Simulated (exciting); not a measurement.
# Electron–core-hole interaction in the N K spectrum of LiGeN, part 3 of 3

How far do the exchange and direct terms reshape the N K edge of LiGeN?

exciting sodium; X-ray absorption, core-level Bethe-Salpeter equation, exchange and statically screened direct term, Tamm-Dancoff, all-electron LAPW+lo LDA.

So far. Step 5 (Independent particles): Maxima (height): 3.9 eV (0.69), 4.8 eV (0.68), 6.4 eV (0.82), 10.0 eV (0.66) and 11.4 eV (0.98); 3 lower ones aren't listed. The spectrum differs from the singlet run by 55 % r.m.s. The highest maximum lies at 11.4 eV (0.98), against 0.1 eV (1.00). Step 6 (Exchange alone): Maxima (height): 3.9 eV (0.66), 4.8 eV (0.65), 6.4 eV (0.81), 10.0 eV (0.66) and 11.4 eV (1.02); 3 lower ones aren't listed. The spectrum differs from the independent-particle run by 5 % r.m.s.

## (8) Coarser mesh

Changed against the first singlet run: k mesh from 5×5×2 to 4×4×1.

input.xml

```
<input>
  <title>LiGeN</title>
  <structure speciespath="." autormt="false" epslat="1.0e-5">
    <crystal>
      <basevect>5.6926271065 0.0000000000 0.0000000000</basevect>
      <basevect>-2.8463135532 4.9299596885 0.0000000000</basevect>
      <basevect>0.0000000000 0.0000000000 17.8001977489</basevect>
    </crystal>
    <species speciesfile="Ge.xml" rmt="2.127">
      <atom coord="0.0000000000 0.0000000000 0.9980230000"/>
      <atom coord="0.0000000000 0.0000000000 0.4980230000"/>
    </species>
    <species speciesfile="N.xml" rmt="1.542">
      <atom coord="0.6666666667 0.3333333333 0.1032230000"/>
      <atom coord="0.3333333333 0.6666666667 0.6032230000"/>
    </species>
    <species speciesfile="Li.xml" rmt="2.236">
      <atom coord="0.3333333333 0.6666666667 0.2433920000"/>
      <atom coord="0.6666666667 0.3333333333 0.7433920000"/>
    </species>
  </structure>
  <groundstate do="skip" xctype="LDA_PW" ngridk="5 5 2" rgkmax="7" gmaxvr="14" nempty="8" swidth="0.001" maxscl="100" epsengy="1e-5"/>
  <xs xstype="BSE" ngridk="4 4 1" ngridq="4 4 1" vkloff="0.097 0.273 0.493" rgkmax="7" nempty="31" gqmax="3" lmaxapwwf="5" lmaxemat="2" broad="0.01654" tevout="true">
    <energywindow intv="13.318 14.935" points="439"/>
    <screening screentype="full" nempty="53"/>
    <BSE xas="true" xasspecies="2" xasatom="1" xasedge="K" bsetype="singlet" nstlxas="1 27"/>
    <qpointset>
      <qpoint>0 0 0</qpoint>
    </qpointset>
    <plan>
      <doonly task="xsgeneigvec"/>
      <doonly task="writepmatxs"/>
      <doonly task="scrgeneigvec"/>
      <doonly task="scrwritepmat"/>
      <doonly task="screen"/>
      <doonly task="scrcoulint"/>
      <doonly task="exccoulint"/>
    </plan>
  </xs>
</input>
```

input.xml for the last start (plan only)

```
  <plan>
    <doonly task="bse"/>
  </plan>
```

Started as:

```sh
> OMP_NUM_THREADS=1 mpirun -n 4 exciting
> OMP_NUM_THREADS=4 exciting
```

Numbers of over 12 decimals in the logs are rounded to 6 here.

Output:

```text
| EXCITING SODIUM started for task xsgeneigvec ( 301)                          =
One-shot GS runs for BSE calculations
One-shot GS runs for k+qmt/2 grids
Info(xsgeneigvec): Generating eigenvectors for Q-point      1
Info(xsgeneigvec): Generation of eigenvectors finished
| EXCITING SODIUM started for task writepmatxs ( 320)                          =
Info(writepmatxs): Momentum matrix elements finished
| EXCITING SODIUM started for task scrgeneigvec ( 401)                         =
One-shot GS runs for BSE calculations
One-shot GS runs for k+qmt/2 grids
[...]
Info(setup_bse_block): Setting up RR part of hamiltonian
Info(setup_bse_block): Singlet spin state
Info(bse): Diagonalizing RR Hamiltonian (TDA)
Info(bse): Invoking Lapack routine ZHEEVR
       864 eigen solutions found in the interval:
         i1=       1 i2=     864
Info(bse): Writing excition energies and oscillator strengths to text file.
Info(makespectrum_dist): Making spectrum using formula for coupling with time reversed AR basis.
Info(makespectrum_dist): Using formalism for vanishing momentum transfer.
Info(writederived): Writing quantities derived from the macroscopic dielectric function.
Info(bselauncher): Spectrum finished for iqmt=  1
Info(bselauncher): All done for BSE type singlet
```

Wall time 3.9 min (4 MPI ranks of Arm Neoverse V2, shared host).

These settings are cheaper. The spectrum differs from the singlet run by 8 % r.m.s. The highest maximum lies at 2.2 eV (1.10), against 0.1 eV (1.00). The first bright state moves from -0.59 to -0.53 eV. The lowest bare transition of this run lies at 0.43 eV, against 0.00. A coarse mesh samples few band energies, and it inflates the long-range part of the attraction.

```
E (eV)  first run  this run
  -5.0       0.02      0.02
  -4.0       0.03      0.03
  -3.0       0.05      0.05
  -2.0       0.10      0.11
  -1.0       0.37      0.39
   0.0       1.00      1.05
   1.0       0.81      0.75
   2.0       0.97      1.06
   3.0       0.83      0.88
   4.0       0.73      0.76
   5.0       0.70      0.72
   6.0       0.60      0.61
   7.0       0.45      0.51
   8.0       0.46      0.47
   9.0       0.48      0.46
  10.0       0.52      0.51
  11.0       0.42      0.42
  12.0       0.22      0.19
  13.0       0.18      0.16
  14.0       0.18      0.26
  15.0       0.19      0.15
```

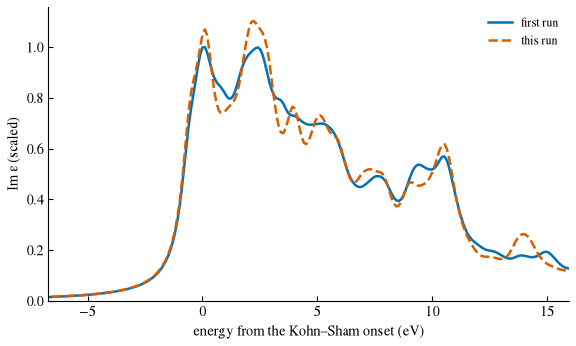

This run beside the first singlet run.

## (9) From independent particles to the full kernel

```
  level  curve passes 0.15 (eV)  highest maximum (eV)  its height
     IP                    -0.1                  11.4        0.98
    RPA                     0.0                  11.4        1.02
singlet                    -1.6                   0.1        1.00
```

```
E (eV)    IP   RPA  singlet
  -5.0  0.01  0.01     0.02
  -4.0  0.02  0.02     0.03
  -3.0  0.02  0.02     0.05
  -2.0  0.03  0.03     0.10
  -1.0  0.06  0.05     0.37
   0.0  0.19  0.17     1.00
   1.0  0.44  0.41     0.81
   2.0  0.40  0.37     0.97
   3.0  0.63  0.58     0.83
   4.0  0.68  0.65     0.73
   5.0  0.67  0.65     0.70
   6.0  0.77  0.75     0.60
   7.0  0.64  0.65     0.45
   8.0  0.57  0.57     0.46
   9.0  0.49  0.50     0.48
  10.0  0.66  0.66     0.52
  11.0  0.78  0.78     0.42
  12.0  0.64  0.70     0.22
  13.0  0.38  0.40     0.18
  14.0  0.28  0.29     0.18
  15.0  0.27  0.29     0.19
```

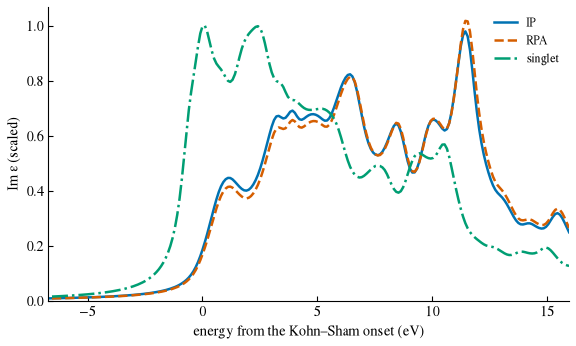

The spectrum at each level.

## (10) What came out

```
absorber and edge   : N K, atom 3
surroundings        : 3 Ge at 2.00 Å and 3 Li at 2.18 Å (distorted octahedral, site symmetry 3m)
first bright state  : -0.59 eV from the Kohn–Sham onset, on this mesh
highest maximum     : 0.1 eV
cost of the BSE run : 15 min on 4 MPI ranks of Arm Neoverse V2, shared host; the last task ran on as many threads
```

Is a core exciton bound? Yes on this mesh: the first bright state (over 5 % of the brightest) lies at -0.59 eV from the Kohn–Sham onset. Changing the cutoff of the screened term (bohr⁻¹) from 3 to 4 alters the spectrum by 5 % r.m.s. Exchange alone changes the independent-particle spectrum by 5 % r.m.s. A mesh of 50 points doesn't converge binding energies, and fine structure above the first lines is partly noise of the mesh. The kernel cutoff is low for a compact core orbital, so the effect of exchange is a lower bound. The zero comes from the shifted mesh, which comes near the band minimum without meeting it. The Kohn–Sham onset, 374 eV, is no photon energy: the scale needs a rigid shift. Bands and screening come from semilocal DFT, whose small gap overscreens. Vibrations and energy-dependent lifetimes are left out. The structure is a Materials Project entry, computed there, and may be a hypothetical form.

[Banner, clock and machine lines of the logs are left out without a mark of their own.]

[Logs are printed without paths, hosts, clocks, repeated set-up lines and the standing remarks that a program may print on its own settings, such as how far it seeks lower states.]

[Hosts, paths, dates, database ids (printed as entryN), source tags and the programs' standing remarks are cut or masked in the printed files.]
